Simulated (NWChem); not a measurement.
# C3H2F+ (SMILES Fc1c[cH+]1) at 4 levels

Aim: a comparison of 4 runs (HF/STO-3G, HF/3-21G, B3LYP/6-31G*) of C3H2F+. 

The results are computed with NWChem 7.3.0.

**1. The structure to begin with**

C3H2F+: 6 atoms, total charge +1, spin state singlet. SMILES: `Fc1c[cH+]1`. The coordinates come from a GFN2-xTB relaxation.

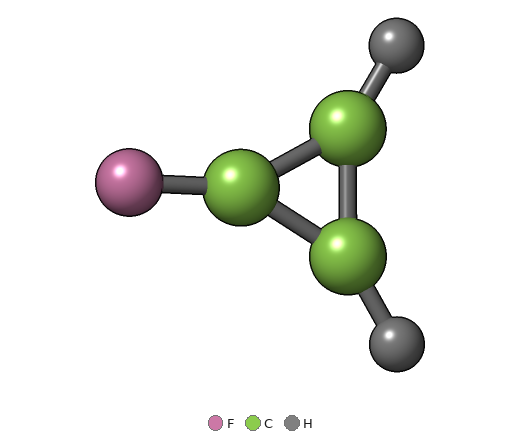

The structure, seen from a chosen angle (fluorine pink, carbon green, hydrogen grey).

**2. Energy and gradient at HF/STO-3G (run 1)**

File c3h2f.nw:

```
echo
start c3h2f
title "C3H2F"
memory total 2200 mb
charge 1

geometry noautosym nocenter noautoz
   F     -0.466690    -1.833010     0.722760
   C     -0.178030    -0.700530     0.276220
   C      0.660170     0.122710    -0.455960
   C     -0.464080     0.648280     0.152430
   H      1.540110     0.265140    -1.059800
   H     -1.091470     1.497420     0.364360
end

basis spherical bse
   * library STO-3G
end

scf
   thresh 1e-08
   maxiter 80
end

task scf gradient
```

Started as:

```
$ nwchem c3h2f.nw > c3h2f.out
```

What it wrote:

```text
[...]
  functions       =    22
[...]
  wavefunction    = RHF
[...]
         Total SCF energy =   -211.070900292653
      One-electron energy =   -480.677030617696
      Two-electron energy =    168.815056251129
 Nuclear repulsion energy =    100.791074073913
        Time for solution =      0.7s
[...]
                         RHF ENERGY GRADIENTS
    atom               coordinates                        gradient
                 x          y          z           x          y          z
   1 F      -0.881916  -3.463887   1.365818    0.015638   0.061569  -0.024253
   2 C      -0.336428  -1.323810   0.521980   -0.015184  -0.060129   0.023621
   3 C       1.247540   0.231888  -0.861639    0.019792  -0.000266  -0.012716
   4 C      -0.876984   1.225072   0.288051   -0.015796   0.015991   0.006558
   5 H       2.910386   0.501042  -2.002732   -0.014057  -0.003150   0.009808
   6 H      -2.062579   2.829713   0.688541    0.009607  -0.014015  -0.003018
[...]
```

Run time: 1.4 s. Hardware: 1 thread of Intel Xeon Platinum 8375C at 2.90GHz (Ice Lake), shared host; peak memory 0.1 GiB.

**3. Energy and forces at HF/3-21G (run 2)**

File run.py:

```python
from ase import Atoms
from ase.calculators.nwchem import NWChem

molecule = Atoms(['F', 'C', 'C', 'C', 'H', 'H'], positions=[
    [-0.466690, -1.833010, 0.722760],
    [-0.178030, -0.700530, 0.276220],
    [0.660170, 0.122710, -0.455960],
    [-0.464080, 0.648280, 0.152430],
    [1.540110, 0.265140, -1.059800],
    [-1.091470, 1.497420, 0.364360],
])

calc = NWChem(
    label='c3h2f',
    theory='scf',
    memory='2200 mb',
    basis='3-21G',
    basispar='spherical bse',
    charge=1,
    scf={'nopen': '0', 'rhf': None, 'thresh': '1e-08', 'maxiter': '80'},
)
molecule.calc = calc

forces = molecule.get_forces()
print(f"energy = {molecule.get_potential_energy():.6f} eV")
print("forces (eV/A):")
for s, f in zip(molecule.symbols, forces):
    print(f"{s:2s} {f[0]:10.5f} {f[1]:10.5f} {f[2]:10.5f}")
print("dipole (e A):", molecule.get_dipole_moment().round(4))
```

Started as:

```
$ export ASE_NWCHEM_COMMAND="nwchem PREFIX.nwi > PREFIX.nwo"
$ python run.py
```

What it wrote:

```text
energy = -5785.817169 eV
forces (eV/A):
F    -0.43539   -1.72053    0.67702
C     0.95265    3.77525   -1.48301
C    -0.73878   -0.64247    0.62252
C     0.29681   -1.10676    0.06196
H    -0.44331    0.04273    0.27999
H     0.36808   -0.34823   -0.15848
dipole (e A): [ 0.0693  0.2719 -0.1073]
```

The calculator wrote c3h2f.nwi:

```
title "c3h2f"

permanent_dir c3h2f

scratch_dir c3h2f

start c3h2f

geometry units angstrom nocenter noautosym noautoz
  F  -4.6668999999999999e-01 -1.8330100000000000e+00 7.2275999999999996e-01
  C  -1.7802999999999999e-01 -7.0052999999999999e-01 2.7622000000000002e-01
  C  6.6017000000000003e-01 1.2271000000000000e-01 -4.5595999999999998e-01
  C  -4.6407999999999999e-01 6.4827999999999997e-01 1.5243000000000001e-01
  H  1.5401100000000001e+00 2.6513999999999999e-01 -1.0598000000000001e+00
  H  -1.0914699999999999e+00 1.4974200000000000e+00 3.6436000000000002e-01
end

charge 1

memory 2200 mb

basis spherical bse noprint
   * library 3-21G
end

scf
  nopen 0
  rhf
  thresh 1e-08
  maxiter 80
end

task scf gradient
```

c3h2f.nwo, cut to the lines that bear on the results:

```text
[...]
      One-electron energy =   -481.979771831783
[... 1 line left out ...]
 Nuclear repulsion energy =    100.791074073913
[... 32 lines left out ...]
                       ROHF Final Molecular Orbital Analysis
[... 194 lines left out ...]
                              NWChem Gradients Module
[...]
  wavefunction    =   RHF
                         RHF ENERGY GRADIENTS
    atom               coordinates                        gradient
                 x          y          z           x          y          z
   1 F      -0.881916  -3.463887   1.365818    0.008467   0.033459  -0.013166
   2 C      -0.336428  -1.323810   0.521980   -0.018526  -0.073417   0.028840
   3 C       1.247540   0.231888  -0.861639    0.014367   0.012494  -0.012106
   4 C      -0.876984   1.225072   0.288051   -0.005772   0.021523  -0.001205
   5 H       2.910386   0.501042  -2.002732    0.008621  -0.000831  -0.005445
   6 H      -2.062579   2.829713   0.688541   -0.007158   0.006772   0.003082
[...]
```

Run time: 2.3 s. Hardware: 1 thread of Intel Xeon Platinum 8375C at 2.90GHz (Ice Lake), shared host; peak memory 0.099 GiB.

Run 3 isn't shown in full; the table further down has it.

**4. Energy and forces at B3LYP/6-31G(d) (Cartesian functions) (run 4)**

File c3h2f.nw:

```
start c3h2f
title "C3H2F"
memory total 2200 mb
charge 1
geometry units angstrom noautosym nocenter noautoz
F     -0.466690    -1.833010     0.722760
C     -0.178030    -0.700530     0.276220
C      0.660170     0.122710    -0.455960
C     -0.464080     0.648280     0.152430
H      1.540110     0.265140    -1.059800
H     -1.091470     1.497420     0.364360
end
basis "ao basis" cartesian
* library 6-31G*
end
dft
xc b3lyp
grid xfine
convergence energy 1e-08
maxiter 100
mulliken
noprint "final vectors analysis"
end
task dft gradient
```

Started as:

```
$ nwchem c3h2f.nw > c3h2f.out
```

What it wrote:

```text
[...]
          Wavefunction type:  closed shell.
          No. of atoms     :     6
          No. of electrons :    28
[...]
          Charge           :     1
          Spin multiplicity:     1
[...]
          AO basis - number of functions:    64
[...]
              XC Information
              --------------
                         B3LYP Method XC Potential
                     Hartree-Fock (Exact) Exchange  0.200
                        Slater Exchange Functional  0.800 local
                    Becke 1988 Exchange Functional  0.720 non-local
              Lee-Yang-Parr Correlation Functional  0.810
                  VWN I RPA Correlation Functional  0.190 local
[...]
 d= 0,ls=0.0,diis     1   -214.8442619546 -3.16D+02  2.71D-02  1.30D+00     2.2
[...]
 d= 0,ls=0.0,diis    10   -214.9508281872 -1.22D-09  3.07D-07  4.91D-10    17.9
         Total DFT energy =     -214.950828187162
      One electron energy =     -484.573539847160
           Coulomb energy =      195.917483257740
    Exchange-Corr. energy =      -27.085845671656
 Nuclear repulsion energy =      100.791074073913
[...]
      Total Density - Mulliken Population Analysis
     ---------------------------------------------
    Atom       Charge   Shell Charges
 -----------   ------   -------------------------------------------------------
    1 F    9     9.06   1.99  0.98  3.30  0.90  1.81  0.08
    2 C    6     5.60   1.99  0.70  1.98  0.42  0.44  0.07
    3 C    6     5.97   1.99  0.74  2.00  0.61  0.61  0.02
    4 C    6     5.97   1.99  0.74  2.00  0.61  0.61  0.02
    5 H    1     0.70   0.50  0.20
    6 H    1     0.70   0.50  0.20
[...]
  wavefunction    = closed shell
                         DFT ENERGY GRADIENTS
    atom               coordinates                        gradient
                 x          y          z           x          y          z
   1 F      -0.881916  -3.463887   1.365818    0.003899   0.015480  -0.006082
   2 C      -0.336428  -1.323810   0.521980   -0.010258  -0.040815   0.016007
   3 C       1.247540   0.231888  -0.861639    0.016255   0.011857  -0.013212
   4 C      -0.876984   1.225072   0.288051   -0.007489   0.022681  -0.000358
   5 H       2.910386   0.501042  -2.002732   -0.005017  -0.002900   0.003893
   6 H      -2.062579   2.829713   0.688541    0.002611  -0.006304  -0.000248
[...]
```

Wall time 22 s (1 thread of Intel Xeon Platinum 8375C at 2.90GHz (Ice Lake), shared host); peak memory 0.13 GiB.

**5. Overview of the runs**

```
run                               level  iteration cap  module  energy (Eh)  largest force (eV/Å)  wall time
  1                           HF/STO-3G             80     scf  -211.070900                 3.497      1.4 s
  2                            HF/3-21G             80     scf  -212.624861                 4.166      2.3 s
  3  B3LYP/6-31G* (spherical functions)            100     dft  -214.947974                 2.320       16 s
  4  B3LYP/6-31G* (Cartesian functions)            100     dft  -214.950828                 2.315       22 s
```

**6. What came out**

| quantity | value |
| --- | --- |
| run 4: total energy | -214.95083 Eh |
| run 4: largest force on an atom | 2.315 eV/Å |

**Reading.** In run 1 the basis is minimal, so the values are rough. All runs together took 42 s, the longest 22 s.
